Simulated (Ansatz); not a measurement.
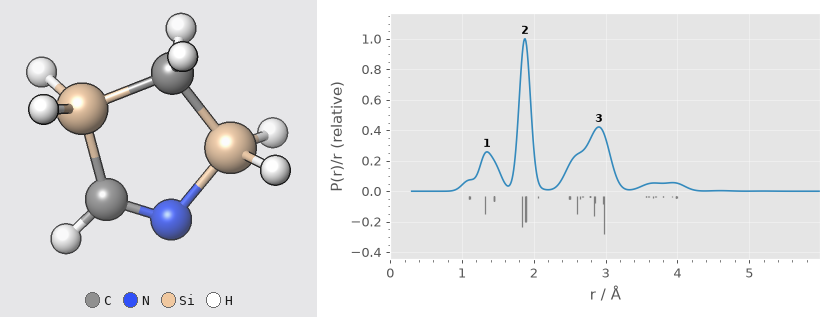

Simulated gas electron diffraction: radial distribution curve of C2H7NSi2. Each pair of atoms contributes with weight ZᵢZⱼ/r (bars below the curve); damping constant 0.0015 Å²; vibrational amplitudes assumed, not computed: 0.05 Å for bonds, 0.078 Å for bonds to H, 0.06 + 0.015 r up to 0.15 Å for other pairs. The geometry is the end point of an optimisation (RKS r2SCAN/STO-3G in Ansatz 0.2.0); it may be a saddle point or a higher isomer.

### Read the positions of the numbered peaks and name the main pairs (– for bonds).

Peak 1, 1.35 Å: N–C 1.31 Å, Si–H 1.45 Å (×4), not resolved; in its flanks C–H 1.09–1.11 Å
Peak 2, 1.88 Å: Si–N 1.84 Å, Si–C 1.88–1.90 Å (×3), not resolved
Peak 3, 2.91 Å: C···H 2.79 Å (×6), Si···N 2.83 Å, C···C 2.85 Å, N···C 2.96 Å, Si···Si 2.97 Å, not resolved; in its flanks Si···H 2.50 Å, Si···C 2.60 Å
